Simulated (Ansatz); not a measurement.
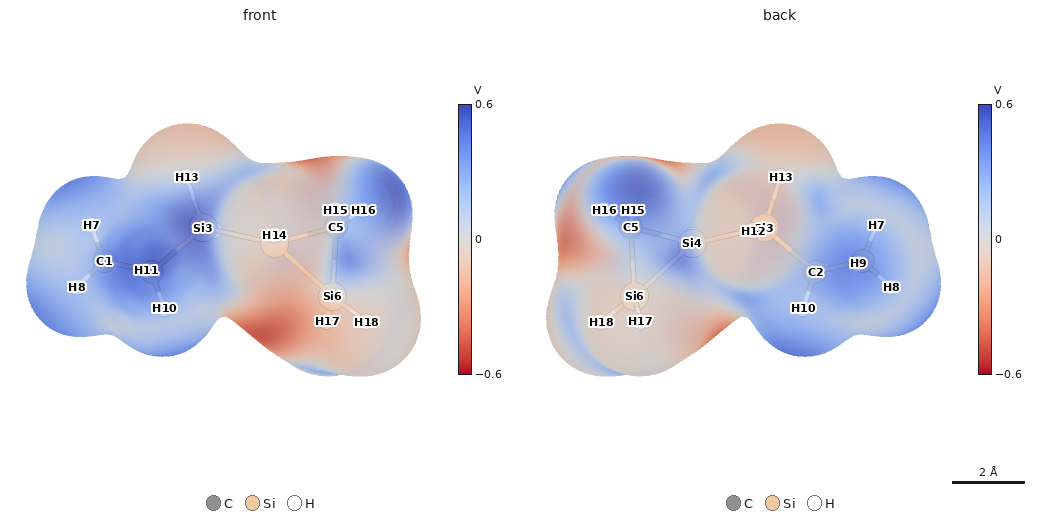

*C3H12Si3. The molecular electrostatic potential painted on the density surface at 0.001 e/bohr³, seen from the front and from behind; the colour scale runs from red (negative) to blue (positive).*

Theory: RKS revPBE/6-31G in Ansatz 0.2.0.

```xyz
18

C    -2.6431   -1.5383   -1.3320
C    -1.4222   -1.3890   -0.3888
Si   -0.8028    0.4523   -0.2232
Si    1.0459    0.6842    1.2433
C     2.3443    2.1415    0.9302
Si    3.2593    0.4583    0.5263
H    -3.5065   -0.9500   -0.9720
H    -2.9631   -2.5952   -1.3978
H    -2.4074   -1.1969   -2.3562
H    -0.5727   -1.9989   -0.7500
H    -1.6688   -1.7605    0.6242
H    -0.3704    0.9795   -1.5829
H    -1.9517    1.3322    0.2520
H     0.7911    0.4231    2.7152
H     2.1413    2.8083    0.0817
H     2.6778    2.6954    1.8179
H     3.5943    0.2109   -0.9265
H     4.3554    0.0391    1.4775
```

> Describe the electrostatic potential map.

The most negative region (about −0.5 V) lies over H14, the most positive (about +0.5 V) over the H and Si atoms.
